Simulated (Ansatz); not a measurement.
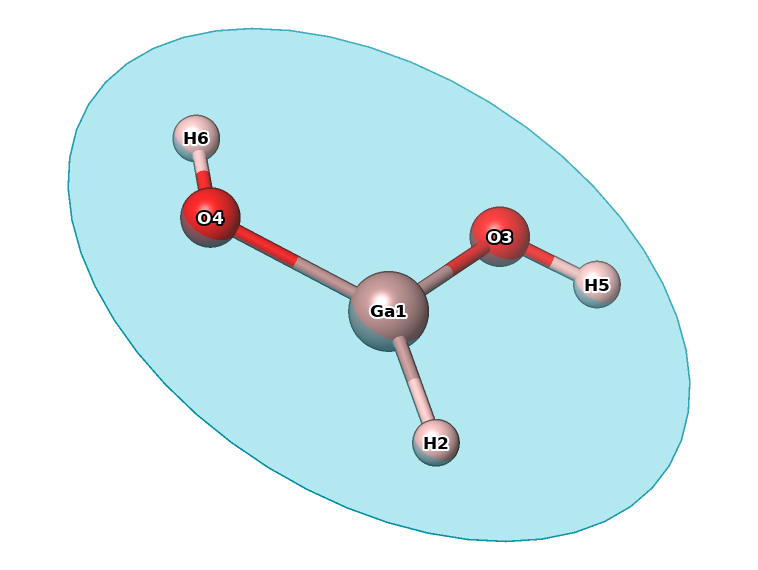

A disc through the centre of mass is drawn in. Atoms fade into the background with distance from the viewer. The computed structure is the end point of a PBE0-D4/def2-TZVP optimisation.

Question: Is the plane of the disc a mirror plane of the structure?

Answer: Yes. The reflection leaves Ga1, H2, O3, O4, H5, H6 in place. The point group is Cs.
